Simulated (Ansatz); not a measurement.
# UB3LYP/6-31G(d) (spherical functions) run of [NH3]+ (SMILES [NH3+])

Aim: the vertical ionisation energy of [NH3]+ at UB3LYP/6-31G* (spherical functions), from 2 runs. 

Program for the calculation: Ansatz 0.2.0.

**1. The molecule**

[NH3]+ has 4 atoms, charge +1, and is taken as a doublet. As SMILES, `[NH3+]`. Geometry: relaxed at GFN2-xTB.

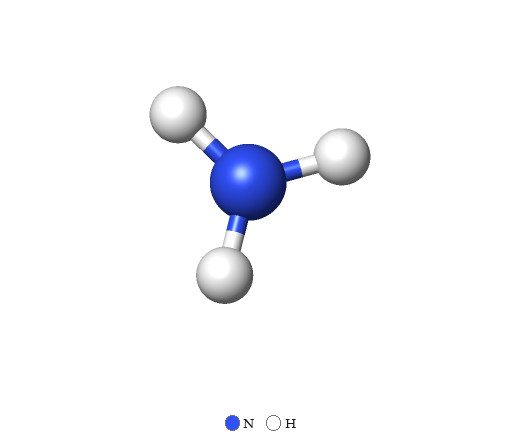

The structure, seen from a chosen angle (nitrogen blue, hydrogen white).

**2. A single-point energy at UB3LYP/6-31G(d) (spherical functions)**

Input file in.yaml:

```yaml
crystal:
  periodic: [false, false, false]
  atoms:
    - symbol: N
      position_ang: [0.000140, -0.000820, -0.000330]
    - symbol: H
      position_ang: [0.510700, -0.238750, 0.859300]
    - symbol: H
      position_ang: [-0.995460, -0.239520, -0.089810]
    - symbol: H
      position_ang: [0.484620, 0.479080, -0.769160]
basis:
  gaussian: {orbitals: 6-31G_st_-spherical.json}
total_charge: 1
magnetization: {spin_polarized: true, initial_magnetization: 1}
hamiltonian: {xc: {name: B3LYP}}
accuracy: high
```

The basis set 6-31G* is read from a file made from the Basis Set Exchange's data (not shown).

Run with:

```
$ ansatz run in.yaml --threads 1 --pin off --max-ram 2610MiB --events-out events.jsonl --progress --plain --runs-dir runs
```

The log of the run:

```text
Warning: RAYON_NUM_THREADS=1 ignored (pool sized by the plan → 1); use --threads N
Functional definition: B3LYP
  name "B3LYP"
  parameter a0 = 0.2
  parameter ax = 0.72
  parameter ac = 0.81
  exchange = (1 - a0 - ax)*slater_x + ax*b88_x + a0*exact_x
  correlation = (1 - ac)*vwn_rpa_c + ac*lyp_c
396 factors; integrals over basis functions are off by at most 3.5e-9 eV
mean field evaluation 1: about -1522.0538 eV, gradient 4.0e1 eV
mean field evaluation 2: about -1521.4321 eV, gradient 4.1e1 eV
mean field evaluation 4: about -1528.8289 eV, gradient 1.1e-1 eV
mean field evaluation 8: about -1528.8222 eV, gradient 1.9e-4 eV
mean field evaluation 16: about -1528.8222 eV, gradient 2.4e-8 eV
mean field -1528.82216396 eV, -56.1831782525 hartree, gradient 2.4e-8 eV, S^2 0.753612; 0 other end points of the search recorded, 0 dependent functions left out
reference -1528.82218320 eV, -56.1831789596 hartree; 5, 4 occupied and 15, 16 virtual orbitals, 396 factors
Total energy: -1528.82218320 eV, -56.1831789596 hartree
```

Run time: 0.87 s. Hardware: 1 thread of Arm Neoverse V1, shared host; peak memory 0.095 GiB.

**3. Singlet [NH3]2+**

Input file in.yaml:

```yaml
crystal:
  periodic: [false, false, false]
  atoms:
    - {symbol: N, position_ang: [0.000140, -0.000820, -0.000330]}
    - {symbol: H, position_ang: [0.510700, -0.238750, 0.859300]}
    - {symbol: H, position_ang: [-0.995460, -0.239520, -0.089810]}
    - {symbol: H, position_ang: [0.484620, 0.479080, -0.769160]}
basis:
  gaussian: {orbitals: 6-31G_st_-spherical.json}
total_charge: 2
hamiltonian: {xc: {name: B3LYP}}
accuracy: high
```

The basis set 6-31G* is read from a file made from the Basis Set Exchange's data (not shown).

Run with:

```
$ ansatz run in.yaml --threads 1 --pin off --max-ram 2610MiB --events-out events.jsonl --progress --plain --runs-dir runs
```

The log of the run, cut to the lines that bear on the results:

```text
Warning: RAYON_NUM_THREADS=1 ignored (pool sized by the plan → 1); use --threads N
[... 7 set-up lines as earlier in the session ...]
396 factors; integrals over basis functions are off by at most 3.5e-9 eV
mean field evaluation 1: about -1498.9066 eV, gradient 5.2e1 eV
mean field evaluation 2: about -1500.9476 eV, gradient 4.3e1 eV
mean field evaluation 4: about -1504.9643 eV, gradient 2.9e-1 eV
mean field evaluation 8: about -1504.9606 eV, gradient 7.4e-4 eV
mean field -1504.96060656 eV, -55.3062821921 hartree, gradient 2.0e-8 eV, S^2 0.000000; 0 other end points of the search recorded, 0 dependent functions left out
reference -1504.96062272 eV, -55.3062827859 hartree; 4, 4 occupied and 16, 16 virtual orbitals, 396 factors
Total energy: -1504.96062272 eV, -55.3062827859 hartree
```

Run time: 0.54 s. Hardware: 1 thread of Arm Neoverse V1, shared host.

**4. Summary of results**

Level: UB3LYP/6-31G* (spherical functions).

| quantity | value |
| --- | --- |
| doublet [NH3]+: total energy | -56.18318 Eh |
| doublet [NH3]+: ⟨S²⟩ | 0.754 |
| singlet [NH3]2+: total energy | -55.30628 Eh |
| vertical ionisation energy (to the singlet dication) | 23.862 eV |

What this shows: Removing an electron at fixed nuclei costs 23.86 eV (550 kcal/mol). Only the singlet of the ionised species was computed; a triplet could lie lower.
